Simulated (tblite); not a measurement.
## Geometry relaxation, with input and output: C6H8OSSi (part 2 of 2)

C6H8OSSi, SMILES O=c1ccscc1C[SiH3]; GFN2-xTB geometry optimisation, gas phase (tblite 0.8.0). 

Geometry of the input (Å):
```
O  0.3530  0.2363  2.2263
C  0.8253  -0.0139  1.1203
C  2.1208  -0.7413  1.0608
C  2.7396  -1.0223  -0.0900
S  2.2028  -0.6348  -1.6565
C  0.7025  0.1506  -1.3369
C  0.1530  0.3816  -0.1378
C  -1.1638  1.1067  0.0152
Si -2.6429  0.0048  0.3684
H  2.5293  -1.0250  2.0191
H  3.6821  -1.5659  -0.0229
H  0.1704  0.4812  -2.2199
H  -1.3922  1.6654  -0.8965
H  -1.0807  1.8610  0.7949
H  -3.8742  0.8488  0.5111
H  -2.8636  -0.9149  -0.7656
H  -2.4684  -0.8063  1.5959
```

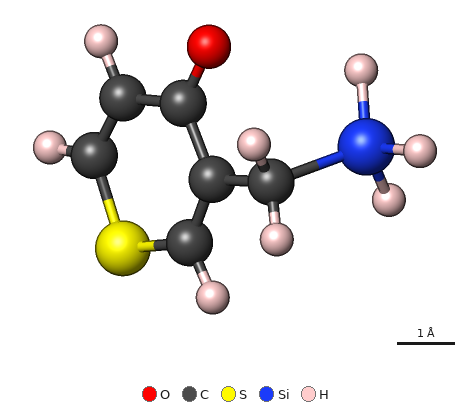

Figure 1. The geometry at step 48 of the log (ball-and-stick view, seen at a tilt).

Trajectory as extended XYZ, continued:
```
17
Properties=species:S:1:pos:R:3:forces:R:3 step=30 energy=-705.58222
O     0.1867    0.1599    2.1944   -0.0030   0.0120   0.0060
C     0.7518   -0.0295    1.1224   -0.0270  -0.0070  -0.0040
C     2.0386   -0.7026    1.0550   -0.0100   0.0150  -0.0010
C     2.6939   -1.0311   -0.0672   -0.0020  -0.0100   0.0030
S     2.1349   -0.7119   -1.6606    0.0090   0.0000  -0.0330
C     0.6701    0.1507   -1.3495    0.0100   0.0070   0.0110
C     0.1451    0.4181   -0.1401   -0.0070   0.0000   0.0000
C    -1.1313    1.1615    0.0022    0.0050  -0.0030  -0.0010
Si   -2.5792   -0.0297    0.4030    0.0090   0.0030   0.0000
H     2.4706   -0.9581    2.0129    0.0060  -0.0050   0.0030
H     3.6436   -1.5429   -0.0512    0.0090  -0.0110   0.0010
H     0.1895    0.4715   -2.2623   -0.0110   0.0120   0.0280
H    -1.3498    1.7321   -0.9004    0.0000  -0.0180   0.0090
H    -1.0365    1.8535    0.8393    0.0030   0.0030  -0.0170
H    -3.7749    0.8065    0.5247   -0.0030  -0.0060   0.0080
H    -2.7232   -0.9315   -0.7468    0.0090  -0.0040  -0.0130
H    -2.3369   -0.8044    1.6103    0.0040   0.0140   0.0010
17
Properties=species:S:1:pos:R:3:forces:R:3 step=32 energy=-705.58242
O     0.1857    0.1597    2.1943   -0.0050   0.0010   0.0010
C     0.7501   -0.0309    1.1222    0.0050   0.0150   0.0090
C     2.0388   -0.7018    1.0553   -0.0120  -0.0080  -0.0070
C     2.6935   -1.0320   -0.0671   -0.0050  -0.0030  -0.0020
S     2.1349   -0.7124   -1.6618   -0.0020   0.0050   0.0030
C     0.6704    0.1513   -1.3491    0.0110   0.0040   0.0050
C     0.1447    0.4188   -0.1401    0.0040  -0.0240   0.0050
C    -1.1317    1.1621    0.0021    0.0180  -0.0060  -0.0030
Si   -2.5784   -0.0296    0.4033    0.0000   0.0020  -0.0020
H     2.4712   -0.9586    2.0136   -0.0060   0.0060  -0.0180
H     3.6435   -1.5441   -0.0515   -0.0020  -0.0040   0.0030
H     0.1888    0.4732   -2.2609   -0.0060   0.0120   0.0190
H    -1.3488    1.7309   -0.9015   -0.0110  -0.0060   0.0000
H    -1.0360    1.8551    0.8378   -0.0010   0.0070  -0.0110
H    -3.7767    0.8028    0.5256   -0.0020  -0.0010   0.0060
H    -2.7215   -0.9302   -0.7476    0.0100  -0.0070  -0.0100
H    -2.3355   -0.8024    1.6113    0.0060   0.0080   0.0030
17
Properties=species:S:1:pos:R:3:forces:R:3 step=34 energy=-705.58263
O     0.1841    0.1597    2.1944    0.0000  -0.0020   0.0040
C     0.7488   -0.0312    1.1225    0.0210   0.0080   0.0140
C     2.0380   -0.7015    1.0551   -0.0020  -0.0200  -0.0080
C     2.6926   -1.0332   -0.0672   -0.0060   0.0040  -0.0100
S     2.1347   -0.7126   -1.6628   -0.0010   0.0030   0.0250
C     0.6715    0.1524   -1.3483    0.0030  -0.0020  -0.0020
C     0.1444    0.4177   -0.1396    0.0090  -0.0100   0.0080
C    -1.1309    1.1622    0.0016   -0.0030  -0.0060  -0.0030
Si   -2.5774   -0.0295    0.4034   -0.0060  -0.0050  -0.0070
H     2.4713   -0.9586    2.0129   -0.0100   0.0080  -0.0180
H     3.6430   -1.5455   -0.0514   -0.0170   0.0030   0.0040
H     0.1874    0.4761   -2.2578    0.0010   0.0100   0.0010
H    -1.3484    1.7289   -0.9027   -0.0110   0.0010  -0.0120
H    -1.0355    1.8572    0.8354    0.0020   0.0060  -0.0040
H    -3.7784    0.7990    0.5271    0.0030   0.0020   0.0020
H    -2.7187   -0.9295   -0.7494    0.0110  -0.0010   0.0050
H    -2.3334   -0.7996    1.6127    0.0060   0.0020   0.0010
17
Properties=species:S:1:pos:R:3:forces:R:3 step=37 energy=-705.58278
O     0.1822    0.1584    2.1947    0.0130   0.0000   0.0080
C     0.7486   -0.0312    1.1235   -0.0060  -0.0030  -0.0030
C     2.0366   -0.7027    1.0545   -0.0040  -0.0020   0.0030
C     2.6911   -1.0339   -0.0677   -0.0040   0.0010   0.0010
S     2.1339   -0.7131   -1.6623   -0.0020   0.0050  -0.0080
C     0.6720    0.1532   -1.3478   -0.0060   0.0010   0.0040
C     0.1447    0.4170   -0.1389   -0.0040   0.0140   0.0010
C    -1.1305    1.1625    0.0008   -0.0070   0.0030  -0.0030
Si   -2.5764   -0.0298    0.4033    0.0010  -0.0010   0.0030
H     2.4706   -0.9578    2.0116    0.0030  -0.0060   0.0070
H     3.6409   -1.5466   -0.0509   -0.0050  -0.0030   0.0010
H     0.1868    0.4793   -2.2559    0.0090   0.0030  -0.0030
H    -1.3490    1.7280   -0.9045   -0.0020  -0.0070  -0.0050
H    -1.0348    1.8597    0.8330   -0.0010  -0.0010  -0.0050
H    -3.7794    0.7954    0.5287    0.0040   0.0040  -0.0020
H    -2.7143   -0.9291   -0.7501    0.0070  -0.0060   0.0040
H    -2.3300   -0.7972    1.6139    0.0040  -0.0020  -0.0020
17
Properties=species:S:1:pos:R:3:forces:R:3 step=39 energy=-705.58285
O     0.1829    0.1579    2.1958    0.0070   0.0040   0.0030
C     0.7484   -0.0314    1.1241   -0.0130   0.0000  -0.0050
C     2.0356   -0.7038    1.0543   -0.0030   0.0090   0.0050
C     2.6899   -1.0340   -0.0681   -0.0010  -0.0050   0.0060
S     2.1335   -0.7127   -1.6624   -0.0050   0.0060  -0.0140
C     0.6717    0.1536   -1.3473   -0.0020   0.0070   0.0020
C     0.1447    0.4180   -0.1383   -0.0070   0.0010  -0.0030
C    -1.1312    1.1627    0.0002    0.0060   0.0060  -0.0010
Si   -2.5761   -0.0302    0.4033    0.0050   0.0040   0.0080
H     2.4703   -0.9580    2.0113    0.0020  -0.0120   0.0080
H     3.6390   -1.5472   -0.0505    0.0070  -0.0080  -0.0030
H     0.1876    0.4812   -2.2554    0.0060   0.0010  -0.0020
H    -1.3498    1.7269   -0.9060   -0.0010  -0.0060   0.0000
H    -1.0346    1.8608    0.8314   -0.0080   0.0030  -0.0020
H    -3.7792    0.7945    0.5291    0.0020   0.0030  -0.0030
H    -2.7115   -0.9297   -0.7497    0.0030  -0.0100  -0.0010
H    -2.3281   -0.7965    1.6141    0.0030  -0.0050   0.0010
17
Properties=species:S:1:pos:R:3:forces:R:3 step=41 energy=-705.58292
O     0.1843    0.1583    2.1973   -0.0050   0.0080  -0.0030
C     0.7476   -0.0314    1.1245    0.0010   0.0020   0.0020
C     2.0346   -0.7045    1.0544    0.0040   0.0060   0.0010
C     2.6888   -1.0345   -0.0683    0.0010  -0.0070   0.0020
S     2.1330   -0.7116   -1.6630   -0.0010   0.0020   0.0050
C     0.6715    0.1545   -1.3466    0.0040   0.0080  -0.0030
C     0.1443    0.4187   -0.1377   -0.0020  -0.0100  -0.0010
C    -1.1317    1.1630   -0.0004    0.0050   0.0030   0.0020
Si   -2.5756   -0.0304    0.4036    0.0030   0.0000   0.0030
H     2.4702   -0.9591    2.0112   -0.0060  -0.0090  -0.0010
H     3.6376   -1.5484   -0.0505    0.0040  -0.0060  -0.0050
H     0.1886    0.4834   -2.2548   -0.0010   0.0030  -0.0040
H    -1.3506    1.7249   -0.9078   -0.0010   0.0000  -0.0010
H    -1.0349    1.8620    0.8297   -0.0120   0.0100   0.0020
H    -3.7791    0.7940    0.5293    0.0020   0.0010  -0.0040
H    -2.7090   -0.9308   -0.7494    0.0000  -0.0060   0.0050
H    -2.3264   -0.7959    1.6145    0.0020  -0.0060   0.0030
17
Properties=species:S:1:pos:R:3:forces:R:3 step=43 energy=-705.58299
O     0.1851    0.1594    2.1983   -0.0110   0.0090  -0.0090
C     0.7470   -0.0313    1.1250    0.0140   0.0030   0.0040
C     2.0341   -0.7047    1.0546    0.0070  -0.0060  -0.0040
C     2.6878   -1.0356   -0.0682    0.0030  -0.0020  -0.0040
S     2.1325   -0.7104   -1.6632    0.0080  -0.0040   0.0170
C     0.6716    0.1561   -1.3462    0.0050   0.0030  -0.0040
C     0.1436    0.4187   -0.1373    0.0040  -0.0020   0.0020
C    -1.1318    1.1635   -0.0009   -0.0080  -0.0030   0.0040
Si   -2.5749   -0.0306    0.4042    0.0000  -0.0060  -0.0030
H     2.4696   -0.9611    2.0112   -0.0110  -0.0030  -0.0070
H     3.6366   -1.5501   -0.0510   -0.0050  -0.0010  -0.0040
H     0.1895    0.4857   -2.2545   -0.0040   0.0050  -0.0030
H    -1.3513    1.7230   -0.9096    0.0010   0.0040   0.0000
H    -1.0364    1.8640    0.8281   -0.0070   0.0090   0.0000
H    -3.7788    0.7935    0.5292    0.0040  -0.0030  -0.0040
H    -2.7066   -0.9323   -0.7488   -0.0010   0.0010   0.0130
H    -2.3247   -0.7959    1.6151    0.0000  -0.0040   0.0020
17
Properties=species:S:1:pos:R:3:forces:R:3 step=46 energy=-705.58313
O     0.1851    0.1621    2.1989   -0.0010   0.0030  -0.0110
C     0.7470   -0.0305    1.1258    0.0010   0.0090  -0.0090
C     2.0332   -0.7058    1.0547   -0.0090  -0.0100   0.0010
C     2.6861   -1.0377   -0.0683    0.0020   0.0050   0.0020
S     2.1320   -0.7089   -1.6622    0.0030   0.0000  -0.0060
C     0.6721    0.1597   -1.3459    0.0020  -0.0030   0.0030
C     0.1431    0.4194   -0.1366    0.0080   0.0210  -0.0030
C    -1.1327    1.1647   -0.0014   -0.0020  -0.0040  -0.0010
Si   -2.5730   -0.0318    0.4057    0.0020  -0.0040   0.0040
H     2.4669   -0.9654    2.0108   -0.0030  -0.0020   0.0040
H     3.6339   -1.5538   -0.0523   -0.0040  -0.0050   0.0010
H     0.1913    0.4909   -2.2548    0.0000   0.0020   0.0090
H    -1.3529    1.7204   -0.9126    0.0020   0.0020   0.0070
H    -1.0401    1.8694    0.8247    0.0040  -0.0060  -0.0060
H    -3.7773    0.7920    0.5282    0.0020  -0.0070  -0.0020
H    -2.7013   -0.9358   -0.7453   -0.0050  -0.0020   0.0050
H    -2.3205   -0.7967    1.6165   -0.0030   0.0010   0.0020
17
Properties=species:S:1:pos:R:3:forces:R:3 step=48 energy=-705.58322
O     0.1846    0.1640    2.1980    0.0060   0.0020  -0.0020
C     0.7473   -0.0291    1.1255   -0.0110   0.0060  -0.0080
C     2.0319   -0.7075    1.0546   -0.0100   0.0020   0.0030
C     2.6851   -1.0387   -0.0683   -0.0020   0.0010   0.0040
S     2.1321   -0.7081   -1.6617   -0.0040   0.0080  -0.0180
C     0.6727    0.1618   -1.3456    0.0030   0.0010   0.0010
C     0.1436    0.4218   -0.1365    0.0080   0.0140  -0.0060
C    -1.1336    1.1652   -0.0018    0.0150   0.0040  -0.0060
Si   -2.5715   -0.0331    0.4069    0.0050   0.0020   0.0080
H     2.4645   -0.9684    2.0108   -0.0010  -0.0050   0.0080
H     3.6317   -1.5566   -0.0530    0.0030  -0.0080   0.0050
H     0.1924    0.4944   -2.2541    0.0020  -0.0020   0.0060
H    -1.3538    1.7192   -0.9139   -0.0030   0.0010   0.0010
H    -1.0422    1.8726    0.8221    0.0050  -0.0100   0.0010
H    -3.7760    0.7902    0.5275   -0.0040  -0.0070   0.0010
H    -2.6981   -0.9384   -0.7423   -0.0070  -0.0100  -0.0060
H    -2.3178   -0.7972    1.6177   -0.0040   0.0010   0.0080
17
Properties=species:S:1:pos:R:3:forces:R:3 step=50 energy=-705.58331
O     0.1845    0.1667    2.1972    0.0030   0.0030   0.0080
C     0.7472   -0.0272    1.1249   -0.0030  -0.0020   0.0050
C     2.0300   -0.7094    1.0547    0.0010   0.0080  -0.0010
C     2.6838   -1.0398   -0.0682   -0.0050  -0.0040  -0.0020
S     2.1322   -0.7065   -1.6621    0.0030   0.0080  -0.0040
C     0.6739    0.1643   -1.3452    0.0050   0.0070  -0.0070
C     0.1447    0.4252   -0.1366    0.0050  -0.0030  -0.0030
C    -1.1338    1.1658   -0.0026    0.0120   0.0070  -0.0060
Si   -2.5696   -0.0345    0.4086    0.0060   0.0010   0.0000
H     2.4619   -0.9720    2.0111   -0.0080  -0.0030  -0.0010
H     3.6292   -1.5603   -0.0536   -0.0020  -0.0040   0.0080
H     0.1935    0.4985   -2.2527   -0.0010  -0.0030  -0.0090
H    -1.3549    1.7175   -0.9156   -0.0090   0.0050  -0.0070
H    -1.0440    1.8753    0.8193    0.0070  -0.0070   0.0100
H    -3.7751    0.7877    0.5268   -0.0050  -0.0060   0.0030
H    -2.6952   -0.9417   -0.7396   -0.0060  -0.0070  -0.0040
H    -2.3155   -0.7975    1.6198   -0.0030   0.0020   0.0100
17
Properties=species:S:1:pos:R:3:forces:R:3 step=53 energy=-705.58347
O     0.1852    0.1716    2.1972   -0.0010   0.0020   0.0020
C     0.7471   -0.0243    1.1248    0.0110   0.0020   0.0040
C     2.0274   -0.7113    1.0546    0.0050   0.0010  -0.0050
C     2.6814   -1.0420   -0.0684   -0.0030  -0.0030  -0.0040
S     2.1335   -0.7027   -1.6632    0.0150   0.0010   0.0150
C     0.6764    0.1692   -1.3457    0.0030   0.0060  -0.0060
C     0.1471    0.4298   -0.1371   -0.0090  -0.0110  -0.0010
C    -1.1328    1.1674   -0.0047   -0.0170  -0.0050   0.0040
Si   -2.5660   -0.0366    0.4108    0.0010  -0.0040  -0.0090
H     2.4565   -0.9783    2.0112   -0.0080  -0.0010  -0.0090
H     3.6250   -1.5663   -0.0534   -0.0120   0.0020   0.0060
H     0.1952    0.5041   -2.2524    0.0020  -0.0010  -0.0150
H    -1.3578    1.7155   -0.9191    0.0000   0.0060   0.0030
H    -1.0457    1.8781    0.8165    0.0080  -0.0020   0.0040
H    -3.7742    0.7830    0.5260    0.0050  -0.0090   0.0040
H    -2.6924   -0.9477   -0.7357    0.0020   0.0050   0.0110
H    -2.3131   -0.7975    1.6244   -0.0010   0.0120  -0.0020
17
Properties=species:S:1:pos:R:3:forces:R:3 step=55 energy=-705.58358
O     0.1858    0.1750    2.1973    0.0040   0.0020  -0.0080
C     0.7476   -0.0221    1.1249   -0.0020   0.0070  -0.0110
C     2.0257   -0.7123    1.0541   -0.0050   0.0010   0.0000
C     2.6793   -1.0438   -0.0686    0.0000   0.0020   0.0040
S     2.1354   -0.6998   -1.6631    0.0040   0.0070   0.0010
C     0.6784    0.1733   -1.3467   -0.0020   0.0010   0.0020
C     0.1484    0.4324   -0.1378   -0.0150  -0.0070  -0.0050
C    -1.1329    1.1685   -0.0059   -0.0120  -0.0090   0.0060
Si   -2.5632   -0.0383    0.4119   -0.0050  -0.0010   0.0000
H     2.4518   -0.9829    2.0108    0.0020  -0.0030  -0.0010
H     3.6212   -1.5707   -0.0524   -0.0030  -0.0040   0.0020
H     0.1967    0.5077   -2.2537    0.0110  -0.0030  -0.0030
H    -1.3603    1.7151   -0.9211    0.0070   0.0010   0.0150
H    -1.0462    1.8798    0.8151    0.0040  -0.0040  -0.0050
H    -3.7732    0.7787    0.5257    0.0040  -0.0060   0.0040
H    -2.6902   -0.9520   -0.7320    0.0060   0.0020   0.0050
H    -2.3114   -0.7967    1.6276    0.0020   0.0140  -0.0060
17
Properties=species:S:1:pos:R:3:forces:R:3 step=57 energy=-705.58368
O     0.1863    0.1780    2.1967    0.0020   0.0070  -0.0090
C     0.7477   -0.0197    1.1242   -0.0130   0.0000  -0.0130
C     2.0237   -0.7132    1.0537   -0.0080   0.0010   0.0030
C     2.6773   -1.0454   -0.0686    0.0040   0.0040   0.0060
S     2.1373   -0.6967   -1.6629   -0.0060   0.0140  -0.0090
C     0.6800    0.1771   -1.3474   -0.0040  -0.0060   0.0030
C     0.1482    0.4343   -0.1389   -0.0050  -0.0030  -0.0060
C    -1.1340    1.1690   -0.0067    0.0070  -0.0030   0.0010
Si   -2.5609   -0.0400    0.4130   -0.0090   0.0030   0.0070
H     2.4475   -0.9872    2.0102    0.0050  -0.0030   0.0050
H     3.6173   -1.5750   -0.0514    0.0060  -0.0090  -0.0010
H     0.1989    0.5110   -2.2551    0.0130  -0.0020   0.0030
H    -1.3621    1.7149   -0.9220    0.0040   0.0000   0.0120
H    -1.0463    1.8814    0.8133   -0.0010  -0.0060  -0.0020
H    -3.7721    0.7742    0.5259   -0.0080   0.0030   0.0030
H    -2.6870   -0.9558   -0.7282    0.0070  -0.0070  -0.0070
H    -2.3090   -0.7949    1.6301    0.0070   0.0070   0.0030
17
Properties=species:S:1:pos:R:3:forces:R:3 step=59 energy=-705.58378
O     0.1866    0.1819    2.1954   -0.0070   0.0130  -0.0030
C     0.7470   -0.0173    1.1227   -0.0040  -0.0120   0.0010
C     2.0211   -0.7143    1.0534    0.0010  -0.0050  -0.0010
C     2.6754   -1.0469   -0.0684    0.0060   0.0040  -0.0020
S     2.1390   -0.6925   -1.6630    0.0020   0.0070  -0.0010
C     0.6816    0.1809   -1.3480   -0.0030  -0.0100  -0.0030
C     0.1477    0.4361   -0.1402    0.0070  -0.0020   0.0000
C    -1.1349    1.1693   -0.0074    0.0080   0.0020  -0.0020
Si   -2.5590   -0.0416    0.4145   -0.0080   0.0020   0.0030
H     2.4432   -0.9921    2.0098   -0.0020   0.0020   0.0020
H     3.6133   -1.5805   -0.0504    0.0030  -0.0050  -0.0030
H     0.2022    0.5149   -2.2563    0.0060   0.0030  -0.0030
H    -1.3637    1.7144   -0.9225   -0.0030   0.0040  -0.0030
H    -1.0465    1.8830    0.8111   -0.0040  -0.0050   0.0080
H    -3.7717    0.7692    0.5264   -0.0180   0.0110   0.0020
H    -2.6828   -0.9603   -0.7246    0.0070  -0.0070  -0.0070
H    -2.3057   -0.7921    1.6334    0.0090  -0.0010   0.0120
17
Properties=species:S:1:pos:R:3:forces:R:3 step=62 energy=-705.58394
O     0.1868    0.1898    2.1932   -0.0040   0.0020   0.0030
C     0.7459   -0.0152    1.1209    0.0090  -0.0010   0.0080
C     2.0178   -0.7166    1.0529    0.0020  -0.0110  -0.0020
C     2.6738   -1.0483   -0.0683    0.0010  -0.0030  -0.0030
S     2.1429   -0.6852   -1.6632    0.0160  -0.0100   0.0070
C     0.6835    0.1844   -1.3495    0.0030  -0.0030  -0.0060
C     0.1476    0.4377   -0.1423    0.0010  -0.0020   0.0000
C    -1.1355    1.1693   -0.0085   -0.0100   0.0010  -0.0020
Si   -2.5579   -0.0436    0.4168   -0.0010   0.0010  -0.0030
H     2.4368   -0.9987    2.0095   -0.0050   0.0030   0.0000
H     3.6083   -1.5884   -0.0495   -0.0010   0.0080  -0.0050
H     0.2078    0.5201   -2.2589   -0.0060   0.0070  -0.0040
H    -1.3661    1.7144   -0.9230   -0.0040   0.0030  -0.0090
H    -1.0471    1.8833    0.8098   -0.0040  -0.0060   0.0090
H    -3.7736    0.7643    0.5273   -0.0060   0.0020  -0.0020
H    -2.6770   -0.9672   -0.7204    0.0040   0.0060   0.0100
H    -2.3009   -0.7881    1.6393    0.0040   0.0020   0.0000
17
Properties=species:S:1:pos:R:3:forces:R:3 step=64 energy=-705.58398
O     0.1870    0.1923    2.1927    0.0050  -0.0030   0.0010
C     0.7461   -0.0147    1.1208   -0.0020   0.0050  -0.0030
C     2.0170   -0.7179    1.0527   -0.0040  -0.0030   0.0020
C     2.6736   -1.0487   -0.0684   -0.0020  -0.0040   0.0030
S     2.1448   -0.6836   -1.6630    0.0010  -0.0030  -0.0030
C     0.6841    0.1851   -1.3502    0.0030   0.0020   0.0000
C     0.1478    0.4381   -0.1429   -0.0030  -0.0010  -0.0040
C    -1.1360    1.1693   -0.0089   -0.0010  -0.0010  -0.0030
Si   -2.5580   -0.0441    0.4173    0.0000   0.0050   0.0030
H     2.4348   -1.0004    2.0094   -0.0010  -0.0020   0.0030
H     3.6072   -1.5900   -0.0496    0.0060   0.0060  -0.0030
H     0.2090    0.5217   -2.2599   -0.0020   0.0020   0.0030
H    -1.3671    1.7146   -0.9234   -0.0010  -0.0010  -0.0010
H    -1.0477    1.8827    0.8101   -0.0030  -0.0070   0.0010
H    -3.7744    0.7636    0.5273    0.0010  -0.0030  -0.0030
H    -2.6756   -0.9688   -0.7187    0.0020   0.0040   0.0070
H    -2.2997   -0.7871    1.6407    0.0010   0.0050  -0.0040
```

Summary:

```json
{"quantity": "outcome", "value": "converged"}
{"quantity": "total energy", "value": "−705.5840 eV"}
{"quantity": "hardware", "value": "1 CPU thread, shared host"}
{"quantity": "wall time", "value": "2.2 s"}
{"quantity": "peak memory", "value": "0.18 GiB"}
```
